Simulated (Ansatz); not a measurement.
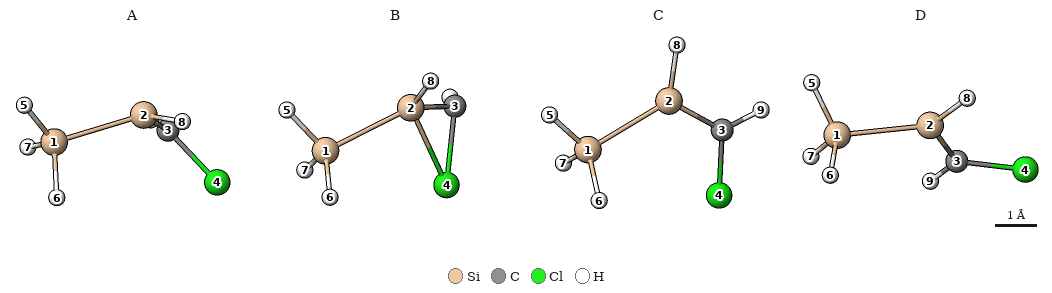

4 geometries from a converged minimum-energy path of CH₅ClSi₂, shuffled. The picture is a ball-and-stick view, seen at a tilt.

Method: Ansatz, RKS BHLYP/def2-SVP. Settings: 5 movable images; climbing image; force threshold 0.05 eV/Å; iteration limit 60; starting path through a guess of the saddle point.

**Which frame is the transition state?**

B. In order along the path, whose images run from 0 to 6: C (image 0, 0.00 eV), B (image 2, +1.77 eV), A (image 4, +0.94 eV), D (image 5, +0.02 eV). No bond forms or breaks between the ends. Bond angles that change up to the highest image, for instance: Si2–C3–Cl4 122.9° → 79.8°, Si1–Si2–C3 120.1° → 131.2°.
